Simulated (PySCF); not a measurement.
Molecule: SMILES [SiH]=[SiH2], doublet. Atoms near the plane z = 0.0 Å, at the B3LYP/def2-SVP optimised geometry (x, y, z in Å): Si1 (-1.6, -0.1, 0.0), Si2 (0.7, -0.1, 0.0), H3 (-1.6, 1.4, 0.0), H4 (1.6, 1.0, 0.0), H5 (1.5, -1.4, 0.0).

Method: PySCF with unrestricted B3LYP/def2-TZVP. Cells within 0.4 Å of a nucleus heavier than hydrogen are left out (blank, or x). The values are rescaled to run from 0 to 1.

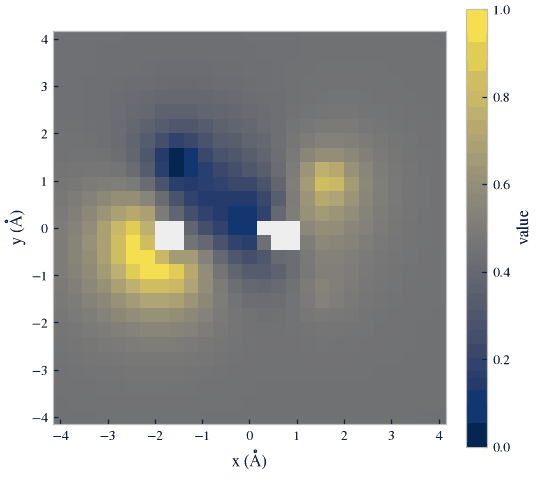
a field on the plane z = 0.0 Å.

Question: Which quantity is mapped?
(A) deformation density (molecule minus spherical neutral atoms)
(B) Laplacian of the electron density
(C) spin density
(D) an orbital amplitude

Answer: D, an orbital amplitude. In full: HOMO−1 amplitude (α) (bohr^(-3/2)).
